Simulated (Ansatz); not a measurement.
# Run report: CH₈Si₂, molecular dynamics (part 5 of 5)

The same run, continued: CH₈Si₂; RHF/def2-SVP (Ansatz 0.2.0). It belongs to a series of runs on one base structure; here: dynamics from the highest image of the converged band.

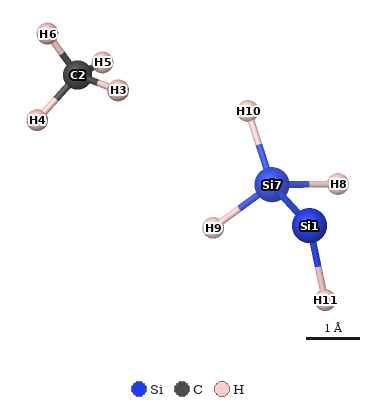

**Figure 1.** The geometry at step 177 of the log (ball-and-stick view, seen at a tilt; atoms are numbered from 1 in the order of the input).

Trajectory as extended XYZ, continued:
```
11
Properties=species:S:1:pos:R:3:forces:R:3 step=151 time_fs=75.5 energy=-16873.41766 temperature=1364.1
Si   -0.4858   -0.6450   -1.0471   -0.7412   0.0890   0.0908
C     2.1774    0.6423    2.6762   -3.0744  -0.0793  -0.4628
H     1.8614   -0.1221    1.8779    0.5562   1.3908   1.0968
H     1.5685    0.4057    3.6072    1.2364   0.1201  -0.9901
H     1.8610    1.6912    2.3935    0.4798  -1.3099  -0.0311
H     3.2337    0.6061    2.8104    0.8073  -0.1286   0.3961
Si   -1.0266    1.6596   -0.6400    0.5313   0.7003   0.6045
H    -1.6615    2.3139   -1.7906    0.1245  -0.0225  -0.6639
H    -2.0063    2.0665    0.4278    0.3698  -0.5282   0.0994
H     0.3077    2.2835   -0.3461   -0.3862   0.2897  -0.0446
H    -1.9743   -0.8899   -0.8486    0.0965  -0.5214  -0.0950
11
Properties=species:S:1:pos:R:3:forces:R:3 step=154 time_fs=77.0 energy=-16873.37054 temperature=1324.9
Si   -0.5011   -0.6493   -1.0641   -0.6937   0.0996   0.0944
C     2.2026    0.6488    2.7057   -4.1709   0.7439   1.0490
H     1.9812   -0.0904    1.9321   -0.3153   0.2825   0.0007
H     1.5578    0.4485    3.6552    1.6621  -0.0845  -1.6092
H     1.8973    1.6852    2.4357    0.2348  -0.8424  -0.3933
H     3.2202    0.6450    2.8478    2.5924  -0.1061   0.9578
Si   -1.0266    1.6566   -0.6403    0.5261   0.7938   0.6254
H    -1.6437    2.3179   -1.8001    0.0862  -0.0565  -0.5839
H    -1.9982    2.0628    0.4397    0.3573  -0.5407   0.0030
H     0.2994    2.2999   -0.3443   -0.3699   0.1963  -0.0478
H    -1.9946   -0.8888   -0.9029    0.0909  -0.4858  -0.0960
11
Properties=species:S:1:pos:R:3:forces:R:3 step=157 time_fs=78.5 energy=-16873.42147 temperature=1367.9
Si   -0.5170   -0.6535   -1.0811   -0.6180   0.0970   0.0893
C     2.2208    0.6566    2.7370   -1.7269   1.4004   2.5496
H     2.0945   -0.0534    1.9855   -0.9563  -1.2130  -1.4355
H     1.5818    0.4893    3.6700    1.3128  -0.4623  -1.2503
H     1.9385    1.6621    2.4693   -0.1641   0.2954  -0.8533
H     3.2574    0.6817    2.9050    1.5356  -0.0263   0.9917
Si   -1.0263    1.6542   -0.6401    0.4480   0.8491   0.3990
H    -1.6240    2.3206   -1.8220    0.0932  -0.1568  -0.3433
H    -1.9825    2.0475    0.4517    0.2452  -0.4928  -0.0244
H     0.2833    2.3205   -0.3435   -0.2586   0.1289  -0.0336
H    -2.0129   -0.8980   -0.9592    0.0891  -0.4199  -0.0892
11
Properties=species:S:1:pos:R:3:forces:R:3 step=160 time_fs=80.0 energy=-16873.48296 temperature=1419.9
Si   -0.5333   -0.6576   -1.0980   -0.5181   0.0827   0.0778
C     2.2359    0.6669    2.7727    1.9964   1.0470   1.8054
H     2.1883   -0.0402    2.0106   -0.9932  -1.3640  -1.3883
H     1.6326    0.5200    3.6597    0.1279  -0.9155   0.1927
H     1.9762    1.6453    2.4847   -0.4402   1.2851  -1.1621
H     3.3258    0.7176    2.9827   -0.6912  -0.0575   0.5530
Si   -1.0256    1.6525   -0.6396    0.3527   0.8305   0.0221
H    -1.6023    2.3198   -1.8511    0.1025  -0.2708  -0.0359
H    -1.9618    2.0217    0.4633    0.0552  -0.3965   0.0158
H     0.2617    2.3440   -0.3433   -0.0821   0.0874  -0.0064
H    -2.0292   -0.9163   -1.0175    0.0902  -0.3286  -0.0741
11
Properties=species:S:1:pos:R:3:forces:R:3 step=163 time_fs=81.5 energy=-16873.44542 temperature=1388.9
Si   -0.5501   -0.6617   -1.1148   -0.3982   0.0578   0.0635
C     2.2546    0.6790    2.8112    4.5559   0.5915  -1.3229
H     2.2610   -0.0541    2.0084   -0.8556  -0.1594   0.1481
H     1.6854    0.5311    3.6544   -1.3902  -1.2580   2.0261
H     2.0051    1.6539    2.4761   -0.3717   0.9522  -0.9054
H     3.3811    0.7523    3.0723   -1.9395  -0.1305   0.0538
Si   -1.0246    1.6514   -0.6391    0.2870   0.7275  -0.3622
H    -1.5784    2.3133   -1.8810    0.0758  -0.3435   0.2358
H    -1.9398    1.9874    0.4753   -0.1616  -0.2766   0.0894
H     0.2383    2.3694   -0.3433    0.1057   0.0575   0.0250
H    -2.0436   -0.9415   -1.0773    0.0924  -0.2185  -0.0511
11
Properties=species:S:1:pos:R:3:forces:R:3 step=166 time_fs=83.0 energy=-16873.47729 temperature=1416.4
Si   -0.5672   -0.6658   -1.1316   -0.2616   0.0233   0.0489
C     2.2811    0.6922    2.8477    4.3530   0.7118  -2.6380
H     2.3151   -0.0719    2.0086   -0.7277   0.7958   1.3517
H     1.7108    0.5161    3.6890   -1.5108  -1.0470   1.7104
H     2.0263    1.6814    2.4488   -0.1267  -0.2991  -0.1215
H     3.3966    0.7842    3.1632   -1.9895  -0.1654  -0.3035
Si   -1.0234    1.6509   -0.6389    0.2649   0.5668  -0.6094
H    -1.5530    2.2995   -1.9060   -0.0022  -0.3426   0.4005
H    -1.9213    1.9471    0.4892   -0.3342  -0.1618   0.1320
H     0.2172    2.3960   -0.3428    0.2422   0.0152   0.0503
H    -2.0561   -0.9715   -1.1383    0.0924  -0.0969  -0.0214
11
Properties=species:S:1:pos:R:3:forces:R:3 step=169 time_fs=84.5 energy=-16873.58477 temperature=1507.2
Si   -0.5844   -0.6698   -1.1484   -0.1120  -0.0190   0.0367
C     2.3151    0.7068    2.8797    1.6620   0.5313  -1.4413
H     2.3538   -0.0738    2.0365   -0.5115   1.0138   1.6409
H     1.7060    0.4795    3.7572   -0.2778  -0.2549  -0.4977
H     2.0446    1.7031    2.4189    0.0477  -1.1958   0.6429
H     3.3710    0.8126    3.2482   -0.9221  -0.0981  -0.3462
Si   -1.0220    1.6508   -0.6391    0.2713   0.3848  -0.6178
H    -1.5277    2.2785   -1.9227   -0.1260  -0.2605   0.4262
H    -1.9098    1.9033    0.5057   -0.4026  -0.0692   0.0812
H     0.2011    2.4229   -0.3412    0.2849  -0.0603   0.0625
H    -2.0665   -1.0036   -1.1996    0.0862   0.0278   0.0127
11
Properties=species:S:1:pos:R:3:forces:R:3 step=171 time_fs=85.5 energy=-16873.57191 temperature=1496.5
Si   -0.5960   -0.6725   -1.1595   -0.0072  -0.0500   0.0311
C     2.3397    0.7170    2.8994   -0.5280   0.2704  -0.5830
H     2.3732   -0.0632    2.0743   -0.3070   0.7609   1.3669
H     1.6976    0.4509    3.7999    0.4242   0.2846  -1.6405
H     2.0572    1.7045    2.4056    0.0840  -1.3452   0.9568
H     3.3414    0.8304    3.3007    0.3253   0.0260  -0.1020
Si   -1.0210    1.6509   -0.6395    0.2799   0.2596  -0.4811
H    -1.5122    2.2612   -1.9287   -0.2256  -0.1660   0.3663
H    -1.9069    1.8732    0.5178   -0.3817  -0.0187  -0.0135
H     0.1937    2.4401   -0.3394    0.2596  -0.1302   0.0626
H    -2.0724   -1.0248   -1.2405    0.0765   0.1086   0.0363
11
Properties=species:S:1:pos:R:3:forces:R:3 step=174 time_fs=87.0 energy=-16873.46925 temperature=1409.7
Si   -0.6133   -0.6765   -1.1762    0.1549  -0.0966   0.0275
C     2.3755    0.7327    2.9283   -2.9717   0.0164   0.4989
H     2.3975   -0.0356    2.1535    0.0711  -0.2141   0.3239
H     1.6934    0.4143    3.8334    0.8752   0.8420  -2.2835
H     2.0773    1.6834    2.4030   -0.0053  -0.8949   1.0290
H     3.3068    0.8579    3.3790    2.0298   0.2478   0.4296
Si   -1.0192    1.6512   -0.6404    0.2849   0.0620  -0.1253
H    -1.4932    2.2328   -1.9315   -0.3806   0.0144   0.1883
H    -1.9091    1.8278    0.5353   -0.2766   0.0513  -0.2129
H     0.1871    2.4635   -0.3356    0.1671  -0.2491   0.0536
H    -2.0800   -1.0544   -1.3010    0.0513   0.2207   0.0709
11
Properties=species:S:1:pos:R:3:forces:R:3 step=177 time_fs=88.5 energy=-16873.44054 temperature=1384.7
Si   -0.6305   -0.6807   -1.1929    0.3181  -0.1379   0.0294
C     2.4062    0.7485    2.9582   -2.6919  -0.0555   2.0528
H     2.4233   -0.0133    2.2391    0.4840  -1.4667  -0.9864
H     1.7071    0.3952    3.8194    0.6797   1.0394  -1.8597
H     2.0970    1.6441    2.4216   -0.2798   0.2338   0.5701
H     3.3125    0.8905    3.4652    1.8076   0.2470   0.2212
Si   -1.0172    1.6516   -0.6414    0.2623  -0.1485   0.2632
H    -1.4825    2.2046   -1.9303   -0.5103   0.2011  -0.0236
H    -1.9173    1.7834    0.5482   -0.1386   0.1251  -0.4086
H     0.1841    2.4815   -0.3307    0.0568  -0.3543   0.0394
H    -2.0865   -1.0794   -1.3599    0.0121   0.3165   0.1021
11
Properties=species:S:1:pos:R:3:forces:R:3 step=180 time_fs=90.0 energy=-16873.46517 temperature=1404.8
Si   -0.6475   -0.6849   -1.2096    0.4743  -0.1681   0.0366
C     2.4324    0.7641    2.9917   -0.2514  -0.6209   2.5627
H     2.4596   -0.0205    2.3052    0.8252  -1.5614  -1.2787
H     1.7344    0.3977    3.7670   -0.2259   0.7511  -0.4286
H     2.1107    1.6101    2.4521   -0.5618   1.4104  -0.1693
H     3.3549    0.9279    3.5550    0.2140   0.0192  -0.6875
Si   -1.0150    1.6519   -0.6422    0.1843  -0.3546   0.4942
H    -1.4826    2.1807   -1.9295   -0.5729   0.3419  -0.1582
H    -1.9284    1.7418    0.5524   -0.0257   0.2032  -0.5256
H     0.1823    2.4920   -0.3249   -0.0219  -0.4130   0.0271
H    -2.0927   -1.0975   -1.4167   -0.0381   0.3921   0.1274
11
Properties=species:S:1:pos:R:3:forces:R:3 step=183 time_fs=91.5 energy=-16873.39579 temperature=1345.9
Si   -0.6641   -0.6893   -1.2262    0.6121  -0.1836   0.0478
C     2.4582    0.7785    3.0294    2.2302  -1.0940   0.5390
H     2.5131   -0.0588    2.3458    0.9100  -0.1567  -0.3973
H     1.7556    0.4155    3.7064   -1.7199  -0.0416   1.5705
H     2.1130    1.6045    2.4797   -0.3984   1.4707  -0.4362
H     3.4025    0.9658    3.6305   -1.0218  -0.1793  -1.2767
Si   -1.0127    1.6519   -0.6427    0.0281  -0.5338   0.4374
H    -1.4949    2.1640   -1.9319   -0.5372   0.4013  -0.1302
H    -1.9402    1.7046    0.5455    0.0266   0.2765  -0.5220
H     0.1802    2.4936   -0.3185   -0.0380  -0.4061   0.0225
H    -2.0998   -1.1072   -1.4708   -0.0918   0.4466   0.1453
11
Properties=species:S:1:pos:R:3:forces:R:3 step=186 time_fs=93.0 energy=-16873.34592 temperature=1304.0
Si   -0.6803   -0.6938   -1.2428    0.7180  -0.1837   0.0612
C     2.4876    0.7911    3.0681    2.4279  -1.0338  -1.3968
H     2.5858   -0.1006    2.3777    0.6950   1.2507   0.4694
H     1.7417    0.4331    3.6772   -2.0083  -0.3831   2.1642
H     2.1076    1.6286    2.4990    0.2661   0.4010  -0.0260
H     3.4296    1.0001    3.6797   -1.3807  -0.2355  -1.2110
Si   -1.0104    1.6514   -0.6428   -0.1985  -0.6793   0.0936
H    -1.5186    2.1558   -1.9368   -0.4032   0.3827   0.0534
H    -1.9516    1.6733    0.5275    0.0073   0.3332  -0.3932
H     0.1774    2.4867   -0.3116    0.0144  -0.3331   0.0291
H    -2.1088   -1.1073   -1.5217   -0.1380   0.4808   0.1561
11
Properties=species:S:1:pos:R:3:forces:R:3 step=189 time_fs=94.5 energy=-16873.41020 temperature=1357.3
Si   -0.6959   -0.6985   -1.2593    0.7775  -0.1701   0.0751
C     2.5211    0.8018    3.1046   -0.3357  -1.3166  -1.6641
H     2.6732   -0.1167    2.4188    0.3299   1.8575   0.8051
H     1.6885    0.4442    3.6915   -0.1025   0.1865   0.9396
H     2.1078    1.6615    2.5179    0.8998  -0.6510   0.4221
H     3.4285    1.0297    3.7037   -0.7920  -0.0769  -0.5026
Si   -1.0082    1.6505   -0.6428   -0.4516  -0.7956  -0.4103
H    -1.5509    2.1558   -1.9404   -0.2054   0.3206   0.2978
H    -1.9629    1.6491    0.5012   -0.0697   0.3638  -0.1695
H     0.1749    2.4726   -0.3041    0.1141  -0.2153   0.0455
H    -2.1208   -1.0971   -1.5693   -0.1645   0.4969   0.1613
11
Properties=species:S:1:pos:R:3:forces:R:3 step=191 time_fs=95.5 energy=-16873.39465 temperature=1344.5
Si   -0.7059   -0.7017   -1.2703    0.7859  -0.1545   0.0836
C     2.5434    0.8076    3.1272   -2.4887  -1.4389  -1.6317
H     2.7359   -0.1061    2.4554    0.0886   1.7667   0.7163
H     1.6489    0.4528    3.7142    1.2498   0.5229   0.1246
H     2.1179    1.6771    2.5348    1.1148  -1.0188   0.5275
H     3.4175    1.0483    3.7128    0.0349   0.1677   0.2634
Si   -1.0070    1.6495   -0.6430   -0.6072  -0.8561  -0.7447
H    -1.5751    2.1598   -1.9396   -0.0628   0.2754   0.4379
H    -1.9712    1.6373    0.4814   -0.1331   0.3676   0.0021
H     0.1745    2.4605   -0.2985    0.1841  -0.1305   0.0582
H    -2.1307   -1.0844   -1.5991   -0.1662   0.4984   0.1629
11
Properties=species:S:1:pos:R:3:forces:R:3 step=194 time_fs=97.0 energy=-16873.33984 temperature=1298.8
Si   -0.7205   -0.7065   -1.2868    0.7473  -0.1214   0.0941
C     2.5727    0.8142    3.1587   -4.4016  -1.0510  -1.1947
H     2.8311   -0.0602    2.5220   -0.1166   0.8638   0.1043
H     1.6142    0.4753    3.7492    2.3547   0.6052  -0.5210
H     2.1528    1.6822    2.5693    1.0585  -0.9744   0.3140
H     3.4041    1.0801    3.7335    1.1040   0.5562   1.2972
Si   -1.0055    1.6475   -0.6438   -0.7895  -0.9113  -1.1132
H    -1.6122    2.1705   -1.9304    0.1325   0.2241   0.5532
H    -1.9861    1.6262    0.4522   -0.1991   0.3495   0.2321
H     0.1774    2.4402   -0.2891    0.2508  -0.0276   0.0699
H    -2.1485   -1.0564   -1.6409   -0.1409   0.4870   0.1640
11
Properties=species:S:1:pos:R:3:forces:R:3 step=197 time_fs=98.5 energy=-16873.40874 temperature=1357.2
Si   -0.7345   -0.7115   -1.3031    0.6498  -0.0747   0.1008
C     2.5945    0.8191    3.1883   -3.6800   0.0867   0.5528
H     2.9244    0.0031    2.5901    0.0214  -0.6454  -0.8477
H     1.6283    0.5103    3.7738    2.3306   0.2859  -0.5995
H     2.2099    1.6676    2.6099    0.5940  -0.2112  -0.3403
H     3.4119    1.1230    3.7802    0.7328   0.4839   1.2345
Si   -1.0046    1.6448   -0.6455   -0.8962  -0.9150  -1.2146
H    -1.6466    2.1861   -1.9094    0.2750   0.2080   0.5243
H    -2.0051    1.6225    0.4277   -0.1741   0.3068   0.3639
H     0.1855    2.4192   -0.2783    0.2305   0.0173   0.0612
H    -2.1693   -1.0179   -1.6792   -0.0838   0.4577   0.1647
11
Properties=species:S:1:pos:R:3:forces:R:3 step=200 time_fs=100.0 energy=-16873.50384 temperature=1437.9
Si   -0.7480   -0.7165   -1.3194    0.5039  -0.0099   0.1039
C     2.6099    0.8240    3.2189   -0.7181   0.9445   2.0772
H     3.0181    0.0538    2.6410    0.1437  -1.4366  -1.1724
H     1.6907    0.5508    3.7865    1.0803  -0.3544  -0.0718
H     2.2796    1.6490    2.6428   -0.0082   0.8894  -1.1398
H     3.4340    1.1756    3.8520   -0.4989  -0.0429   0.3067
Si   -1.0044    1.6414   -0.6480   -0.9280  -0.8742  -1.0219
H    -1.6751    2.2062   -1.8774    0.3456   0.2327   0.3557
H    -2.0278    1.6255    0.4110   -0.0341   0.2431   0.3708
H     0.1984    2.3984   -0.2661    0.1176   0.0008   0.0277
H    -2.1919   -0.9697   -1.7139   -0.0038   0.4075   0.1638
```

The run was set up as follows.

Input file:
```yaml
crystal:
  periodic: [false, false, false]
  atoms:
    - { symbol: Si, position_ang: [0.025845, -0.414289, -0.412105] }
    - { symbol: C, position_ang: [1.081555, 0.222107, 1.479176] }
    - { symbol: H, position_ang: [0.214801, 0.263808, 2.131721] }
    - { symbol: H, position_ang: [1.817424, -0.458087, 1.903418] }
    - { symbol: H, position_ang: [1.517095, 1.208222, 1.33868] }
    - { symbol: H, position_ang: [1.426345, -0.424994, 0.153056] }
    - { symbol: Si, position_ang: [-0.976076, 1.702509, -0.609276] }
    - { symbol: H, position_ang: [-1.964422, 1.70491, -1.715491] }
    - { symbol: H, position_ang: [-1.671473, 2.128125, 0.63448] }
    - { symbol: H, position_ang: [0.084952, 2.695777, -0.912702] }
    - { symbol: H, position_ang: [-0.837349, -1.37949, 0.313042] }
basis:
  gaussian: { orbitals: def2-SVP }
hamiltonian:
  xc: hf
md:
  timestep: 0.5
  n_steps: 200
  ensemble: nve
  temperature: 300.0
  initial_velocities: maxwell_boltzmann
  seed: 7719
```

Run as:
```bash
ansatz run input.yaml --threads 1 --pin off --max-ram 2048MiB --backend cpu --events-out ev --progress --plain --runs-dir out
```

Results in brief:

```json
{"quantity": "outcome", "value": "finished"}
{"quantity": "mean temperature over the second half", "value": "1368 K"}
{"quantity": "trajectory", "value": "200 steps, 100 fs"}
{"quantity": "ensemble", "value": "nve"}
{"quantity": "temperature in the input", "value": "300.0 K"}
{"quantity": "time step", "value": "0.5 fs"}
{"quantity": "potential energy (last step)", "value": "−16873.5038 eV"}
{"quantity": "mean-field energy (last step)", "value": "−16873.5038 eV"}
{"quantity": "largest force (length of the vector) (last step)", "value": "2.392 eV/Å"}
{"quantity": "hardware", "value": "1 thread of Arm Neoverse V1, 24 GiB of memory available, shared host"}
{"quantity": "wall time", "value": "4.7 min"}
{"quantity": "peak memory", "value": "0.15 GiB"}
```

Notes:

So short a trajectory is not equilibrated.
